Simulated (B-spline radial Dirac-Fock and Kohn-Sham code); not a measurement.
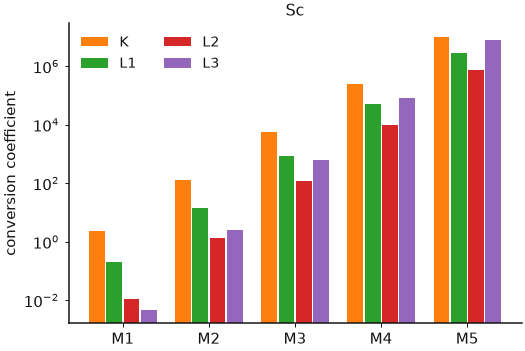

Internal conversion coefficients by shell for magnetic multipoles at a transition energy of 16.1 keV (K and L shells). It refers to scandium (Z = 21). Computed with a B-spline radial atomic code: a Dirac–Hartree–Slater potential of the neutral atom, no hole, surface-current nucleus.

> Which of the shells shown converts most for M3?

K, with α = 5700 out of 7290 for those shown.

> How does the sum of the shells shown change with multipole order?

From 2.53 for M1 to 2.15 × 10⁷ for M5.

> What are the L1 : L2 : L3 ratios for M3?

1.38 : 0.196 : 1.
